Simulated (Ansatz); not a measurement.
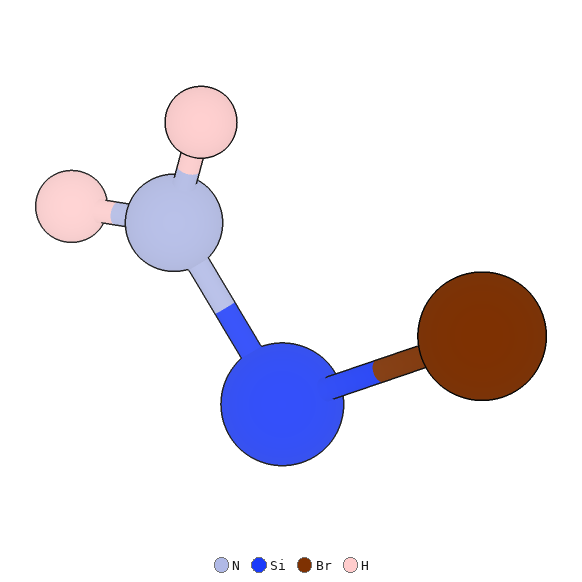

The computed structure is the end point of a PBE-D4/def2-SVP optimisation. No frequency run is at hand to confirm it as a minimum.

Draw it as a skeletal formula.

SMILES: N[Si]Br

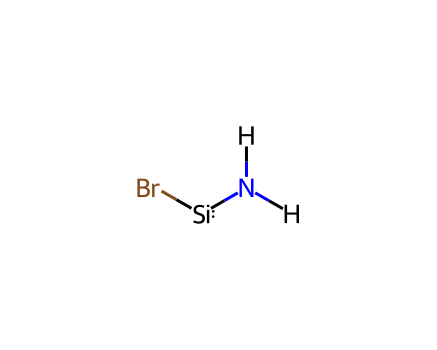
